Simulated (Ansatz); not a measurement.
# Run report: AlH₂F, phonon calculation

System: AlH₂F.
Method: RKS PBE/6-31G* (Ansatz 0.2.0).

It belongs to a series of runs on one base structure; here: vibrations at the highest image of the band. Figures and captions count atoms from 1; the log counts them from 0 in places.

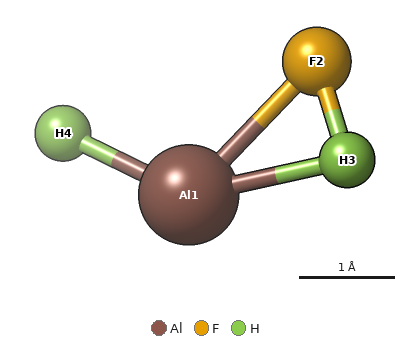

*The structure as given in the input (ball-and-stick view, seen at a tilt; atoms are numbered from 1 in the order of the input). Sticks mark near contacts.*

Bond lengths as drawn: Al–F 1.95 Å, Al–H 1.64 to 1.79 Å and F–H 1.17 Å.

**The input**
```yaml
crystal:
  periodic: [false, false, false]
  atoms:
    - { symbol: Al, position_ang: [0.242168, 0.0, -0.488237] }
    - { symbol: F, position_ang: [0.988047, 0.0, 1.311204] }
    - { symbol: H, position_ang: [1.770175, 0.0, 0.435905] }
    - { symbol: H, position_ang: [-1.388291, 0.0, -0.32807] }
basis:
  gaussian: { orbitals: "6-31G*" }
hamiltonian:
  xc: pbe
phonons: {}
```

Launched with:
```bash
ansatz run input.yaml --threads 1 --pin off --max-ram 2048MiB --backend cpu --events-out ev --progress --plain --runs-dir out
```

**The program's output**
```
Engine: ansatz 0.2.0, aarch64-unknown-linux-gnu
Functional definition: PBE
  parameter kappa = 0.804
  parameter beta = 0.06672455060314922
  exchange = pbe_x(kappa = kappa, mu = beta*pi^2/3)
  correlation = pbe_c(beta = beta)
424 factors; their error is unknown
mean field evaluation 1: about -9336.0826 eV, gradient 2.8e1 eV
mean field evaluation 2: about -9323.8057 eV, gradient 8.9e1 eV
mean field evaluation 4: about -9337.3900 eV, gradient 6.8e0 eV
mean field evaluation 8: about -9337.5804 eV, gradient 7.8e-2 eV
mean field -9337.58037636 eV, -343.1497495921 hartree, gradient 3.9e-5 eV, S^2 0.000000; 0 other end points of the search recorded, 0 dependent functions left out
the calculation of the forces begins
reference -9337.58041415 eV, -343.1497509807 hartree; 12, 12 occupied and 26, 26 virtual orbitals, 424 factors
these checks for a lower state are left out or cut short: stability, starts, cluster_reference, orbital_swaps, neighbouring_geometries, increment
424 factors; their error is unknown
mean field evaluation 16: about -9337.5935 eV, gradient 8.8e-2 eV
mean field -9337.58033545 eV, -343.1497480884 hartree, gradient 1.5e-6 eV, S^2 0.000000; 0 other end points of the search recorded, 0 dependent functions left out
the calculation of the forces begins
reference -9337.58037324 eV, -343.1497494771 hartree; 12, 12 occupied and 26, 26 virtual orbitals, 424 factors
these checks for a lower state are left out or cut short: stability, starts, cluster_reference, orbital_swaps, neighbouring_geometries, increment
424 factors; their error is unknown
mean field -9337.58031705 eV, -343.1497474125 hartree, gradient 1.1e-6 eV, S^2 0.000000; 0 other end points of the search recorded, 0 dependent functions left out
the calculation of the forces begins
reference -9337.58035484 eV, -343.1497488012 hartree; 12, 12 occupied and 26, 26 virtual orbitals, 424 factors
these checks for a lower state are left out or cut short: stability, starts, cluster_reference, orbital_swaps, neighbouring_geometries, increment
424 factors; their error is unknown
mean field evaluation 32: about -9337.5804 eV, gradient 3.2e-5 eV
mean field -9337.58036582 eV, -343.1497492046 hartree, gradient 1.4e-6 eV, S^2 0.000000; 0 other end points of the search recorded, 0 dependent functions left out
the calculation of the forces begins
reference -9337.58040361 eV, -343.1497505934 hartree; 12, 12 occupied and 26, 26 virtual orbitals, 424 factors
these checks for a lower state are left out or cut short: stability, starts, cluster_reference, orbital_swaps, neighbouring_geometries, increment
424 factors; their error is unknown
mean field -9337.58036781 eV, -343.1497492776 hartree, gradient 1.1e-6 eV, S^2 0.000000; 0 other end points of the search recorded, 0 dependent functions left out
the calculation of the forces begins
reference -9337.58040559 eV, -343.1497506661 hartree; 12, 12 occupied and 26, 26 virtual orbitals, 424 factors
these checks for a lower state are left out or cut short: stability, starts, cluster_reference, orbital_swaps, neighbouring_geometries, increment
424 factors; their error is unknown
mean field -9337.58037503 eV, -343.1497495432 hartree, gradient 5.8e-7 eV, S^2 0.000000; 0 other end points of the search recorded, 0 dependent functions left out
the calculation of the forces begins
reference -9337.58041282 eV, -343.1497509317 hartree; 12, 12 occupied and 26, 26 virtual orbitals, 424 factors
these checks for a lower state are left out or cut short: stability, starts, cluster_reference, orbital_swaps, neighbouring_geometries, increment
424 factors; their error is unknown
mean field -9337.58037406 eV, -343.1497495074 hartree, gradient 2.3e-6 eV, S^2 0.000000; 0 other end points of the search recorded, 0 dependent functions left out
the calculation of the forces begins
reference -9337.58041185 eV, -343.1497508963 hartree; 12, 12 occupied and 26, 26 virtual orbitals, 424 factors
these checks for a lower state are left out or cut short: stability, starts, cluster_reference, orbital_swaps, neighbouring_geometries, increment
424 factors; their error is unknown
mean field -9337.58035562 eV, -343.1497488298 hartree, gradient 2.0e-6 eV, S^2 0.000000; 0 other end points of the search recorded, 0 dependent functions left out
the calculation of the forces begins
reference -9337.58039341 eV, -343.1497502186 hartree; 12, 12 occupied and 26, 26 virtual orbitals, 424 factors
these checks for a lower state are left out or cut short: stability, starts, cluster_reference, orbital_swaps, neighbouring_geometries, increment
424 factors; their error is unknown
mean field evaluation 64: about -9337.5804 eV, gradient 5.1e-5 eV
mean field -9337.58035855 eV, -343.1497489373 hartree, gradient 2.9e-6 eV, S^2 0.000000; 0 other end points of the search recorded, 0 dependent functions left out
the calculation of the forces begins
reference -9337.58039633 eV, -343.1497503258 hartree; 12, 12 occupied and 26, 26 virtual orbitals, 424 factors
these checks for a lower state are left out or cut short: stability, starts, cluster_reference, orbital_swaps, neighbouring_geometries, increment
424 factors; their error is unknown
mean field -9337.58035491 eV, -343.1497488037 hartree, gradient 1.6e-6 eV, S^2 0.000000; 0 other end points of the search recorded, 0 dependent functions left out
the calculation of the forces begins
reference -9337.58039271 eV, -343.1497501927 hartree; 12, 12 occupied and 26, 26 virtual orbitals, 424 factors
these checks for a lower state are left out or cut short: stability, starts, cluster_reference, orbital_swaps, neighbouring_geometries, increment
424 factors; their error is unknown
mean field -9337.58033684 eV, -343.1497481394 hartree, gradient 2.3e-6 eV, S^2 0.000000; 0 other end points of the search recorded, 0 dependent functions left out
the calculation of the forces begins
reference -9337.58037461 eV, -343.1497495278 hartree; 12, 12 occupied and 26, 26 virtual orbitals, 424 factors
these checks for a lower state are left out or cut short: stability, starts, cluster_reference, orbital_swaps, neighbouring_geometries, increment
424 factors; their error is unknown
mean field -9337.58038146 eV, -343.1497497795 hartree, gradient 2.3e-6 eV, S^2 0.000000; 0 other end points of the search recorded, 0 dependent functions left out
the calculation of the forces begins
reference -9337.58041924 eV, -343.1497511679 hartree; 12, 12 occupied and 26, 26 virtual orbitals, 424 factors
these checks for a lower state are left out or cut short: stability, starts, cluster_reference, orbital_swaps, neighbouring_geometries, increment
424 factors; their error is unknown
mean field -9337.58037546 eV, -343.1497495588 hartree, gradient 2.0e-6 eV, S^2 0.000000; 0 other end points of the search recorded, 0 dependent functions left out
the calculation of the forces begins
reference -9337.58041325 eV, -343.1497509477 hartree; 12, 12 occupied and 26, 26 virtual orbitals, 424 factors
these checks for a lower state are left out or cut short: stability, starts, cluster_reference, orbital_swaps, neighbouring_geometries, increment
424 factors; their error is unknown
mean field evaluation 96: about -9337.5803 eV, gradient 8.3e-6 eV
mean field -9337.58032431 eV, -343.1497476791 hartree, gradient 1.3e-6 eV, S^2 0.000000; 0 other end points of the search recorded, 0 dependent functions left out
the calculation of the forces begins
reference -9337.58036209 eV, -343.1497490676 hartree; 12, 12 occupied and 26, 26 virtual orbitals, 424 factors
these checks for a lower state are left out or cut short: stability, starts, cluster_reference, orbital_swaps, neighbouring_geometries, increment
424 factors; their error is unknown
mean field -9337.58036172 eV, -343.1497490539 hartree, gradient 8.9e-7 eV, S^2 0.000000; 0 other end points of the search recorded, 0 dependent functions left out
the calculation of the forces begins
reference -9337.58039951 eV, -343.1497504427 hartree; 12, 12 occupied and 26, 26 virtual orbitals, 424 factors
these checks for a lower state are left out or cut short: stability, starts, cluster_reference, orbital_swaps, neighbouring_geometries, increment
424 factors; their error is unknown
mean field -9337.58037390 eV, -343.1497495015 hartree, gradient 1.1e-6 eV, S^2 0.000000; 0 other end points of the search recorded, 0 dependent functions left out
the calculation of the forces begins
reference -9337.58041169 eV, -343.1497508901 hartree; 12, 12 occupied and 26, 26 virtual orbitals, 424 factors
these checks for a lower state are left out or cut short: stability, starts, cluster_reference, orbital_swaps, neighbouring_geometries, increment
424 factors; their error is unknown
mean field -9337.58037503 eV, -343.1497495429 hartree, gradient 9.9e-7 eV, S^2 0.000000; 0 other end points of the search recorded, 0 dependent functions left out
the calculation of the forces begins
reference -9337.58041282 eV, -343.1497509317 hartree; 12, 12 occupied and 26, 26 virtual orbitals, 424 factors
WARN: phonons: modes at or below zero, which the zero-point energy, F, S and C_V leave out: 1, the lowest at -874.59 cm⁻¹. A minimum has none, and a first-order saddle one
Total energy: -9337.58041415 eV, -343.1497509807 hartree
Atom 0 at     0.242168     0.000000    -0.488237 Å, force     0.003634     0.000000    -0.000571 eV/Å
Atom 1 at     0.988047     0.000000     1.311204 Å, force     0.000221     0.000000    -0.000824 eV/Å
Atom 2 at     1.770175     0.000000     0.435905 Å, force     0.003580    -0.000000     0.001710 eV/Å
Atom 3 at    -1.388291     0.000000    -0.328070 Å, force    -0.007435    -0.000000    -0.000315 eV/Å
Dipole moment:    -0.021890    -0.000000    -0.052501 e Å
Vibrations: -874.59 455.48 456.94 645.42 1667.60 1742.69 cm⁻¹, zero-point energy 0.307985 eV
```

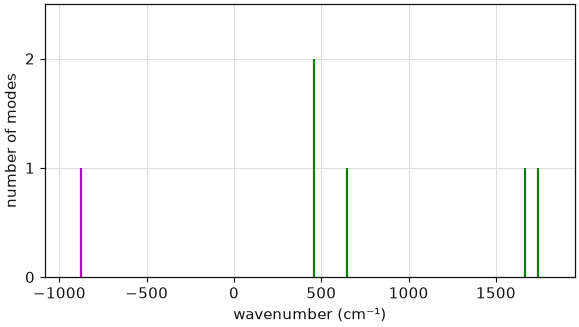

*Harmonic vibrational wavenumbers from the force constants; neighbouring modes closer than 12 cm⁻¹ are counted in one stick, and imaginary ones are drawn at negative wavenumbers.*

6 modes from 875i to 1743 cm⁻¹, 1 imaginary beyond 8i (875i cm⁻¹): a first-order saddle point, if the geometry is stationary.

**Results in brief**

```tsv
quantity	value
outcome	converged
total energy	−9337.5804 eV
mean-field energy	−9337.5804 eV
largest force (length of the vector)	0.007 eV/Å
hardware	1 thread of Arm Neoverse V2, 24 GiB of memory available, shared host
wall time	6 s
peak memory	0.081 GiB
```
